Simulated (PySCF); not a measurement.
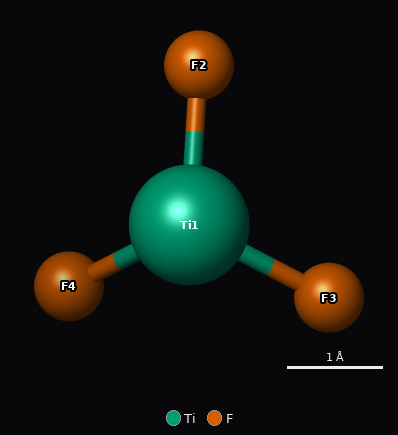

Fig. 1: The structure (ball-and-stick view, seen at a tilt; atoms are numbered from 1 in the order of the input). Sticks mark near contacts. Bond lengths as drawn: F–Ti 1.69 Å.

Run report: TiF3 (charge +1), frequency calculation

TiF3, charge +1, computed with RKS-based PBE0, Ti def2-TZVP, F def2-TZVP; non-relativistic Hamiltonian; density fitting (PySCF 2.14.0).

### Input
```python
from pyscf import gto, scf, dft
mol = gto.M(atom='''
Ti    -0.000000    -0.000000    -0.257185
F      1.620794     0.000000     0.211745
F     -0.810397     1.403649     0.211745
F     -0.810397    -1.403649     0.211745''',
    basis={'Ti': 'def2-TZVP', 'F': 'def2-TZVP'},
    charge=1, spin=0)
mf = dft.RKS(mol, xc='PBE0')
mf.grids.atom_grid = (75, 302)
aux = {'Ti': 'def2-universal-JKFIT', 'F': 'def2-universal-JKFIT'}
mf = mf.density_fit(auxbasis=aux)
mf.conv_tol = 1e-09
mf.diis_space = 10
mf.max_cycle = 60
mf.verbose = 4
mf.kernel()
```

The script is an equivalent of the set-up of the self-consistent field. The run itself was carried out by a driver, which started from the orbitals of the step before it where there was one and computed the further properties.

Hardware: 4 threads of Arm Neoverse V2, 24 GiB of memory available, shared host.

Command:
```bash
OMP_NUM_THREADS=4 python axn.py task.json out
```

### What the program printed
```
init E= -1148.50822428693
  HOMO = -0.70735543631539  LUMO = -0.414002560787237  gap/eV = 7.98254
cycle= 1 E= -1148.50822428693  delta_E= -4.55e-13  |g|= 2.24e-06  |ddm|= 1.32e-06
  HOMO = -0.707355636570656  LUMO = -0.414001908003653  gap/eV = 7.98256
Extra cycle  E= -1148.50822428693  delta_E= 5.68e-12  |g|= 6.91e-06  |ddm|= 3.57e-06
converged SCF energy = -1148.50822428693
```

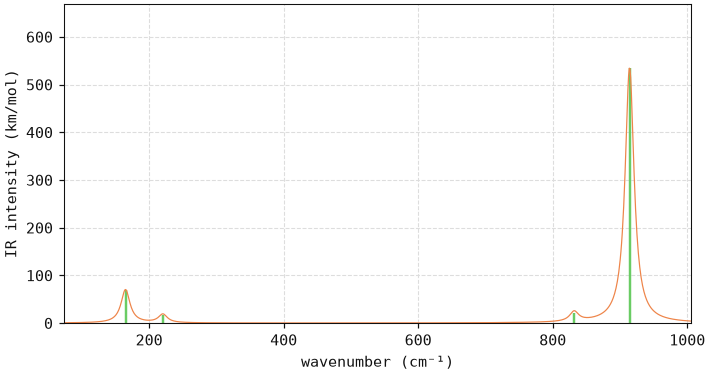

Fig. 2: Harmonic infrared spectrum, unscaled: sticks (degenerate modes added up, dark ones marked on the axis) with a Lorentzian envelope of 16 cm⁻¹ full width, scaled to the tallest stick. 6 modes from 165 to 914 cm⁻¹, none imaginary. The strongest line is at 914 cm⁻¹ (534 km/mol). All modes, in cm⁻¹ (km/mol): 165 (70), 220 (8.9), 220 (8.9), 832 (21), 914 (267), 914 (267).

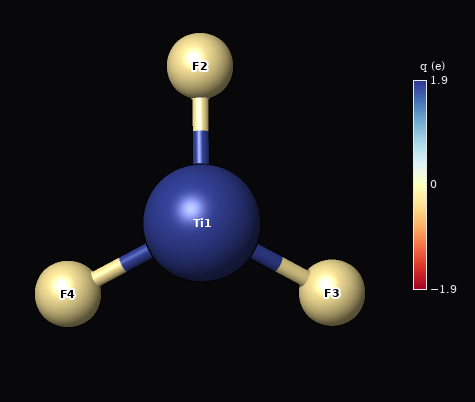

Fig. 3: Mulliken charges, as the colour of each atom (ball-and-stick view, seen on its broad side; atoms are numbered from 1 in the order of the input). By element: Ti +1.82 and F −0.27 e.

### Results in brief

```json
{"quantity": "outcome", "value": "converged"}
{"quantity": "total energy", "value": "−1148.508224 hartree"}
{"quantity": "HOMO", "value": "−19.25 eV"}
{"quantity": "LUMO", "value": "−11.27 eV"}
{"quantity": "zero-point energy", "value": "0.007441 hartree"}
{"quantity": "wavenumbers, lowest and highest", "value": "165 and 914 cm⁻¹"}
{"quantity": "wall time", "value": "23 s (CPU time 73 s)"}
{"quantity": "peak memory", "value": "1.4 GiB"}
```
